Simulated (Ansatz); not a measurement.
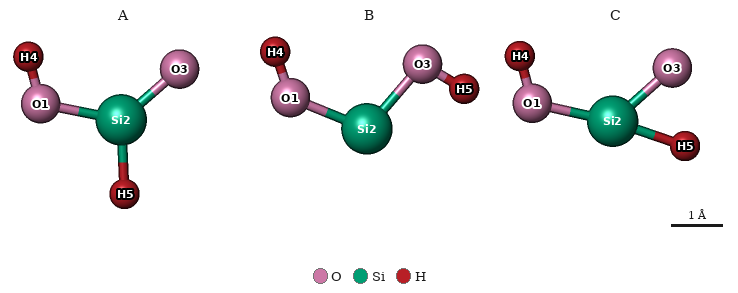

3 geometries from a converged minimum-energy path of SiH$_{2}$O$_{2}$, shuffled. The picture is a ball-and-stick view, seen face on.

Method: Ansatz, RKS B3LYP/def2-SVP. Run with 5 movable images; climbing image; force threshold 0.05 eV/Å; iteration limit 60; starting path through a guess of the saddle point.

### One of them is the converged climbing image. Which?

C. In order along the path, whose images run from 0 to 6: B (image 1, +3.6 kcal/mol), C (image 3, +65.2 kcal/mol), A (image 6, +10.9 kcal/mol). A hydrogen atom shifts from one atom to another. Breaking: O3–H5 (0.97 → 1.57 at the top → 2.70 Å). Forming: Si2–H5 (2.28 → 1.53 at the top → 1.47 Å).
